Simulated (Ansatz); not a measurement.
```xyz
40
Lattice="7.5875 0.0000 0.0000 0.0000 0.0000 -7.5875 0.0000 7.5875 0.0000" Properties=species:S:1:pos:R:3 pbc="T T T"
Na    1.8969    1.8969   -5.6906
Na    5.6906    5.6906   -5.6906
Na    5.6906    1.8969   -1.8969
Na    1.8969    5.6906   -1.8969
La    5.6906    1.8969   -5.6906
La    1.8969    5.6906   -5.6906
La    1.8969    1.8969   -1.8969
La    5.6906    5.6906   -1.8969
Mn    0.0000    0.0000   -3.7937
Mn    3.7937    3.7937   -3.7937
Mn    3.7937    0.0000    0.0000
Mn    0.0000    3.7937    0.0000
Mo    3.7937    0.0000   -3.7937
Mo    0.0000    3.7937   -3.7937
Mo    0.0000    0.0000    0.0000
Mo    3.7937    3.7937    0.0000
O     5.7217    0.0000   -3.7937
O     1.9280    3.7937   -3.7937
O     1.9280    0.0000    0.0000
O     5.7217    3.7937    0.0000
O     0.0000    0.0000   -5.6595
O     3.7937    3.7937   -5.6595
O     3.7937    0.0000   -1.8658
O     0.0000    3.7937   -1.8658
O     3.7937    1.9280   -3.7937
O     0.0000    5.7217   -3.7937
O     0.0000    1.9280    0.0000
O     3.7937    5.7217    0.0000
O     0.0000    1.8658   -3.7937
O     3.7937    5.6595   -3.7937
O     3.7937    1.8658    0.0000
O     0.0000    5.6595    0.0000
O     3.7937    0.0000   -5.7217
O     0.0000    3.7937   -5.7217
O     0.0000    0.0000   -1.9280
O     3.7937    3.7937   -1.9280
O     1.8658    0.0000   -3.7937
O     5.6595    3.7937   -3.7937
O     5.6595    0.0000    0.0000
O     1.8658    3.7937    0.0000
```

Space group F-43m; a generated structure, not necessarily the stable one; the program warned that a starting moment wasn't kept; spin-polarised.

The calculation used Ansatz, Kohn-Sham DFT of a periodic cell, PBEsol with D3(BJ), Ansatz PAW.

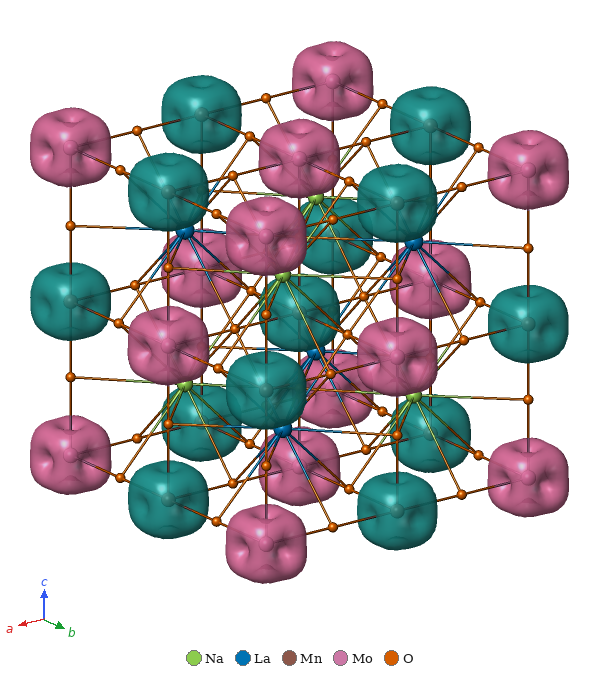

NaLaMnMoO₆. Isosurfaces of the magnetisation density (up minus down) at +0.08 (teal) and −0.08 e/Å³ (pink), seen at an oblique angle. Sticks mark near contacts.

The density is the valence pseudo-density of a PAW calculation; it isn't the true density close to the nuclei.

Question: Describe the spin distribution.

Answer: The spin density sits on Mn: +1.5 μB (×4); Mo: −0.4 μB (×4) in one cell of 40 atoms: ferrimagnetic (opposed moments on unlike sites) in this solution. The cell of the calculation (10 atoms) carries 1.0 μB of net spin moment.
